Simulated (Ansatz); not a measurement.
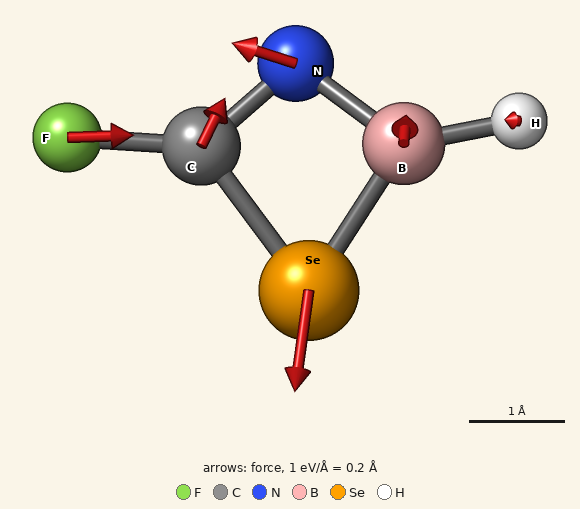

Starting geometry of CHBFNSe (coarse preliminary run) with the computed forces as red arrows. A ball-and-stick model, seen face on.

The start comes from a force field.

Theory: Ansatz, RKS PBE-D4/def2-SVP. Settings: force threshold 0.03 eV/Å; at most 200 steps.

Q: What follows when this structure is relaxed?

A: It isn't relaxed: the largest force vector, on the Se atom, is 5.56 eV/Å. The final displacements follow the starting forces only in part (cosine between the two patterns 0.76). The largest move after the best rigid fit is that of the F atom, 0.23 Å. By element the largest moves are F 0.23 Å, Se 0.22 Å, N 0.21 Å, B 0.16 Å, H 0.13 Å, C 0.11 Å. Near-neighbour distances that change, for instance: B–Se 1.846 → 2.026 Å, C–F 1.421 → 1.315 Å, C–Se 1.909 → 1.966 Å, B–N 1.525 → 1.469 Å. Bond angles that change, for instance: N–C–Se 95.4° → 110.9°, C–Se–B 70.4° → 58.7°, N–B–Se 91.7° → 100.2°. Over 7 geometry steps the energy falls by 140.6 kJ/mol. Largest force component: 3.9 eV/Å at the start, 0.024 eV/Å at the end.
